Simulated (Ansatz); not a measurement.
# GeTe (SMILES [Ge][Te]): PBE-QIDH/def2-TZVP (core potential)

What is the vertical ionisation energy of GeTe at PBE-QIDH/def2-TZVP (core potential)? 

The results are computed with Ansatz 0.2.0.

37 further runs of the same task are left out: 1 that didn't finish, 36 set aside as unsound or not needed.

### 1 The molecule

GeTe has 2 atoms, charge 0, and is taken as a singlet. SMILES: `[Ge][Te]`. The bond length is the measured one.

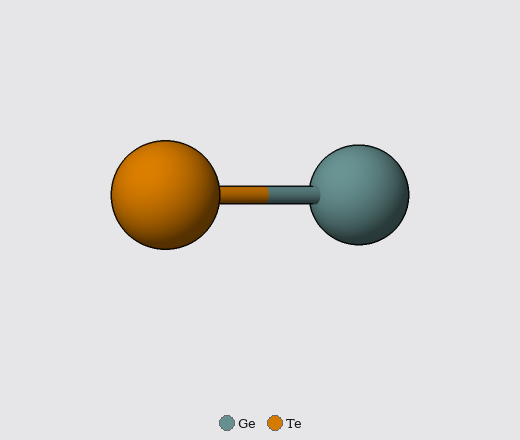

Viewed from a chosen angle; germanium teal, tellurium orange.

### 2 A single-point energy at PBE-QIDH/def2-TZVP (core potential)

File run.yaml:

```yaml
basis:
  gaussian:
    orbitals: def2-TZVP
crystal:
  periodic: [false, false, false]
  atoms:
    - {symbol: Ge, position_ang: [0.000000, 0.000000, 0.000000]}
    - {symbol: Te, position_ang: [0.000000, 0.000000, 2.340165]}
hamiltonian:
  xc: {name: PBE-QIDH}
correlation:
  frozen_orbitals: {Ge: 9, Te: 4}
accuracy: high
output: {orbitals: {seedname: orbitals}}
```

The run is started by

```bash
$ ansatz run run.yaml --threads 1 --pin off --max-ram 3480MiB --events-out events.jsonl --progress --plain --runs-dir runs
```

What it wrote:

```text
Warning: RAYON_NUM_THREADS=1 ignored (pool sized by the plan → 1); use --threads N
Functional definition: PBE-QIDH
  name "PBE-QIDH"
  parameter a = 3^(-1/3)
  parameter c = 1/3
  exchange = (1 - a)*pbe_x + a*exact_x
  correlation = (1 - c)*pbe_c + c*(mp2_os + mp2_ss)
1505 factors; integrals over basis functions are off by at most 4.6e-9 eV
mean field evaluation 1: about -63784.0507 eV, gradient 1.5e1 eV
mean field evaluation 2: about -63784.1349 eV, gradient 1.5e1 eV
mean field evaluation 4: about -63785.1062 eV, gradient 1.8e0 eV
mean field evaluation 8: about -63785.1177 eV, gradient 2.1e-1 eV
mean field evaluation 16: about -63785.1179 eV, gradient 2.1e-4 eV
mean field -63785.11788838 eV, -2344.0598472924 hartree, gradient 3.7e-8 eV, S^2 0.000000; 0 other end points of the search recorded, 0 dependent functions left out
13 core orbitals not correlated: weight in the atoms' cores, before any rotation towards them, 1.000 or more for the frozen orbitals, at most 0.000 for the correlated occupied ones
reference -63785.11788901 eV, -2344.0598473154 hartree; 15, 15 occupied and 70, 70 virtual orbitals, 1505 factors
second order -20.70877703 eV of doubles, -0.00000000 eV of singles
Total energy: -63792.02081469 eV, -2344.3135251550 hartree
```

Wall time 12 s (1 thread of Arm Neoverse V1, shared host); peak memory 0.28 GiB.

### 3 The doublet cation, same level

File input.yaml:

```yaml
crystal:
  periodic: [false, false, false]
  atoms:
    - {symbol: Ge, position_ang: [0.000000, 0.000000, 0.000000]}
    - {symbol: Te, position_ang: [0.000000, 0.000000, 2.340165]}
basis:
  gaussian:
    orbitals: def2-TZVP
total_charge: 1
output: {orbitals: {seedname: orbitals}}
hamiltonian:
  xc: {name: PBE-QIDH}
magnetization:
  spin_polarized: true
  initial_magnetization: 1
correlation:
  frozen_orbitals: {Ge: 9, Te: 4}
accuracy: high
```

The run is started by

```bash
$ ansatz run input.yaml --threads 1 --pin off --max-ram 3480MiB --events-out events.jsonl --progress --plain --runs-dir runs
```

What it wrote, shortened:

```text
Warning: RAYON_NUM_THREADS=1 ignored (pool sized by the plan → 1); use --threads N
[... 2 set-up lines as earlier in the session ...]
[...]
1505 factors; integrals over basis functions are off by at most 4.6e-9 eV
[...]
mean field -63776.42653502 eV, -2343.7404459473 hartree, gradient 2.0e-8 eV, S^2 0.760981; 9 other end points of the search recorded, 0 dependent functions left out
13 core orbitals not correlated: weight in the atoms' cores, before any rotation towards them, 1.000 or more for the frozen orbitals, at most 0.000 for the correlated occupied ones
reference -63776.42653574 eV, -2343.7404459740 hartree; 15, 14 occupied and 70, 71 virtual orbitals, 1505 factors
second order -19.08519750 eV of doubles, -0.00000000 eV of singles
Total energy: -63782.78826824 eV, -2343.9742353313 hartree
```

Run time: 57 s. Hardware: 1 thread of Arm Neoverse V1, shared host; peak memory 0.41 GiB.

### 4 Summary of results

At PBE-QIDH/def2-TZVP (core potential), 13 core orbitals frozen:

```
                                                                quantity           value
                                              singlet GeTe: total energy  -2344.31353 Eh
                         singlet GeTe: HOMO energy (SCF part's orbitals)        -8.36 eV
                         singlet GeTe: LUMO energy (SCF part's orbitals)        -1.14 eV
                       singlet GeTe: HOMO–LUMO gap (SCF part's orbitals)         7.22 eV
                                            doublet cation: total energy  -2343.97424 Eh
doublet cation: HOMO energy (SCF part's orbitals) (highest over α and β)       -14.50 eV
 doublet cation: LUMO energy (SCF part's orbitals) (lowest over α and β)        -9.13 eV
                                                    doublet cation: ⟨S²⟩           0.761
                      vertical ionisation energy (to the doublet cation)        9.233 eV
```

**Reading.** Removing an electron at fixed nuclei costs 9.23 eV (891 kJ/mol). The negative HOMO energy of the first species, 8.36 eV, lies 0.87 eV below that difference.
